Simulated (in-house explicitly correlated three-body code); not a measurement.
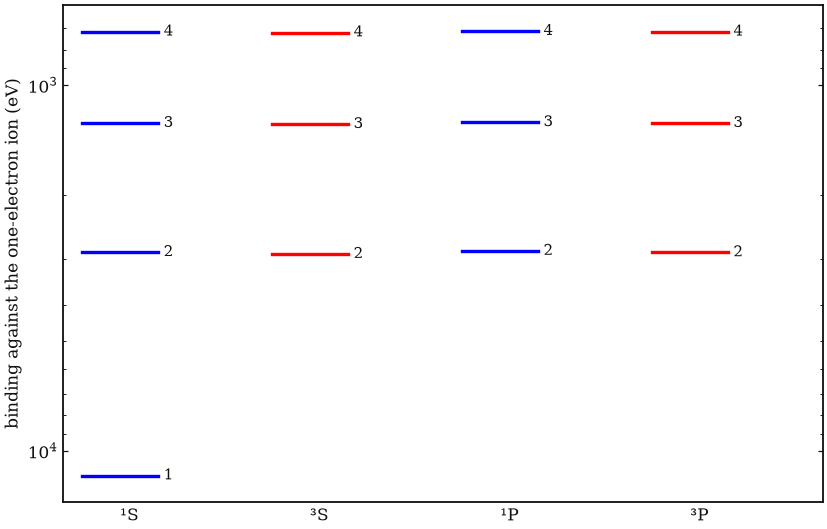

Two electrons around a point charge Z = 29.96. Computed variationally in 260 exponentially correlated functions with an in-house code, non-relativistic, converged to about 10⁻⁸ of the energy. The plot shows the bound S and P states that converged, by term and principal number n, on a logarithmic scale of binding.

> Describe the level scheme.

The ground state is bound by 11.71 keV. The n = 2 states drawn run, from the deepest, 2 ³S (2901 eV), 2 ³P (2871 eV), 2 ¹S (2867 eV), 2 ¹P (2846 eV). Exchange puts 2 ³S below 2 ¹S by 34.0 eV and 2 ³P below 2 ¹P by 25.6 eV. Quantum defects n − (Z − 1)/√(2 E(binding)): 2 ³S 0.017, 2 ³P 0.006, 2 ¹S 0.005, 2 ¹P −0.003.
